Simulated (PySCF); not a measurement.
# DyH2S2 (Dy(SH)2+): the cost of one run

The runs use PySCF 2.14.0; several levels, as the steps say, no spin–orbit coupling.

1 further run of the same task is left out (for a known fault of the program).

## (1) Starting geometry

5 atoms, charge 1, spin multiplicity 1.

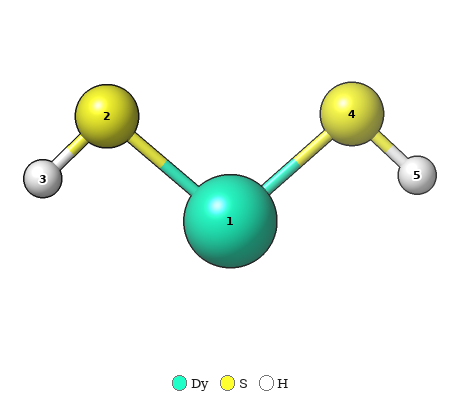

The structure; dysprosium teal, sulfur yellow, hydrogen white; atoms are numbered from 1 in the order of the file.

Geometry (Å):

```xyz
5
DyH2S2
Dy    0.0000    0.0000   -0.7417
S     1.8778   -0.0778    0.8690
H     2.8487   -0.2341   -0.0700
S    -1.8778    0.0778    0.8690
H    -2.8487    0.2341   -0.0700
```

Formal oxidation states: Dy +3. Each metal's 9 4f electrons lie in its core potential, so multiplicities, spins and levels count the valence alone. An earlier session relaxed this geometry at PBE0, Dy lcecp-1-SVP with ECP55, S def2-SVP, H def2-SVP (singlet, point group C2).

At PBE0 on the finer grid: E = -833.958651 Eh, HOMO -12.16 eV, LUMO -7.52 eV, Mulliken charge on Dy1 +1.09 e, largest force component 0.023 eV/Å. 

Levels to run: CAM-B3LYP; TPSSh; PBE0, TZVP. Hardware: 2 threads of Arm Neoverse V1, shared host.

## (2) CAM-B3LYP

The input, run.py (the lines that set the calculation):

```python
mol = gto.M(atom='''
Dy     0.00000     0.00000    -0.74173
S      1.87776    -0.07781     0.86905
H      2.84872    -0.23409    -0.07003
S     -1.87776     0.07781     0.86905
H     -2.84872     0.23409    -0.07003''',
    basis={'Dy': 'lcecp-1-SVP', 'S': 'def2-SVP', 'H': 'def2-SVP'},
    ecp={'Dy': 'lcecp-1-SVP'},
    charge=1, spin=0)
mf = dft.RKS(mol, xc='CAMB3LYP')
mf.grids.atom_grid = (75, 302)  # f atoms: unpruned, at least (60, 302)
mf = mf.density_fit()  # fitting sets: Dy AutoAux, S def2-universal-JKFIT, H def2-universal-JKFIT
mf.conv_tol = 1e-08; mf.max_cycle = 55
mf.kernel(dm0)  # dm0: the density of the relaxed state
```

Started as:

```
OMP_NUM_THREADS=2 python run.py
```

**Question.** How long does this run take on 2 threads of Arm Neoverse V1, shared host?

About 4.1 s.
